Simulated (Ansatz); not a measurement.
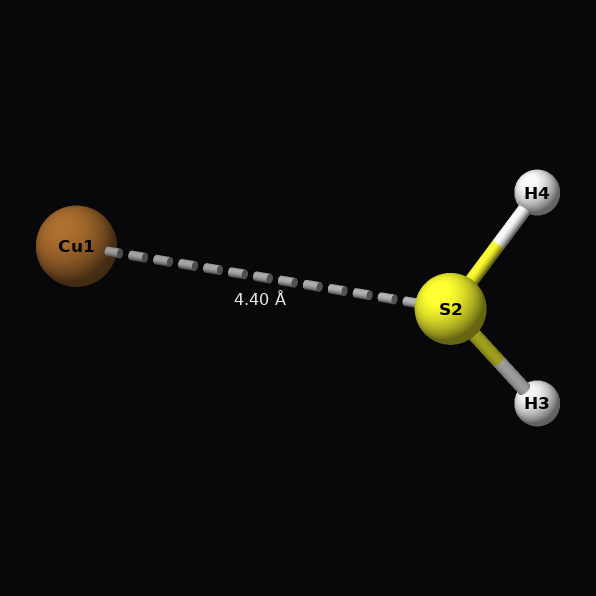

Two molecules or ions; the broken line marks their closest contact (measured against van der Waals radii). Charge +1, singlet. Geometry: a pair of rigid molecules at a changed separation. Program: Ansatz 0.2.0.

Question: Which two species are they?

Answer: Cu and H2S (`S.[Cu+]`).

Give the counterpoise-corrected interaction energy (kJ/mol, monomers kept as in the pair) with ωB97M-V/def2-TZVPPD.

```csv
level,interaction energy (kJ/mol)
ωB97M-V/def2-TZVPPD,−28.4
```
